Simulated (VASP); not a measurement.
Band structure of CeO2 (space group Fm-3m). These are PBE GGA, VASP's PBE PAW potentials (set 64) (plane waves; VASP) values and carry that method's errors.

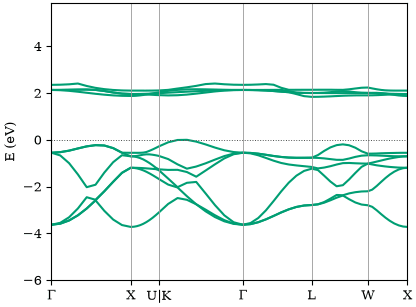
Figure: Bands along high-symmetry lines, zero at the valence-band maximum or, without a gap, the Fermi level

Task: Read the plot: is there a gap, and where are the band edges?

Result: The gap is indirect, 1.84 eV, from the valence maximum at (-0.29, 0.29, 0.00) to the conduction minimum at L.

The structure comes from a computed database's CeO2 entry; how it stands against other phases isn't given here. The cell was not relaxed at this level. The run is not spin-polarised, so no magnetic state was tried.
